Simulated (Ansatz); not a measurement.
```yaml
atoms:
  - { symbol: Si, position_ang: [0.0178, -0.0302, 0.0032] }
  - { symbol: H, position_ang: [0.0037, -0.0060, 1.4581] }
  - { symbol: Cl, position_ang: [1.9303, 0.0024, -0.6994] }
  - { symbol: F, position_ang: [-0.7288, 1.2631, -0.5501] }
  - { symbol: Cl, position_ang: [-0.9665, -1.6700, -0.6998] }
```

Computed with RHF/def2-SVP (Ansatz).

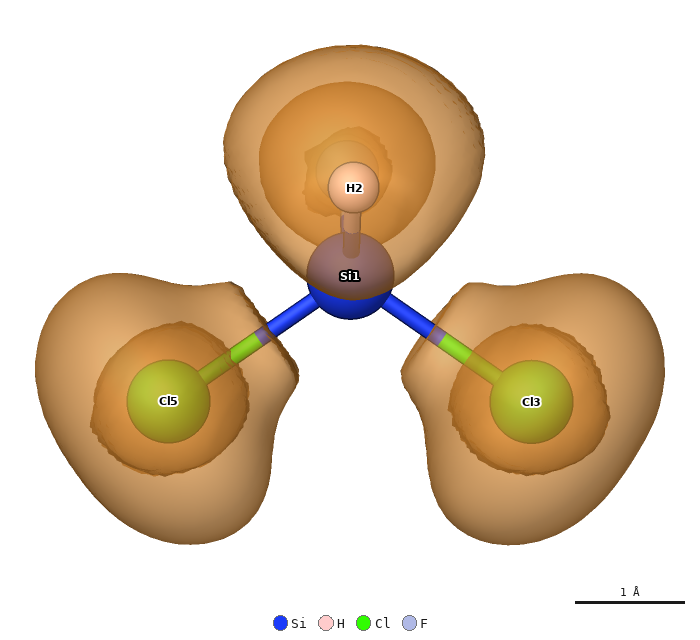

Cl2FHSi. Isosurface of the ELF at 0.75 (orange), seen across its widest extent. Only the valence region is drawn (cores and ρ < 0.01 e/Å³ removed).

Question: Describe the localisation domains.

Answer: The ELF exceeds this value in one region around a hydrogen nucleus, two regions on Cl in which the atom's valence shell and bonds are merged and one region wrapped around F (its lone pairs, merged into a ring or cap). Along the contacts the grid gives the following. Si–F (1.59 Å): the ELF peaks at about 0.85 in the valence shell of F, 0.6 Å from its nucleus, and is about 0.45 at the midpoint. Si–Cl (2.04 Å): the ELF peaks at about 0.90 between the atoms: a polar covalent bond.
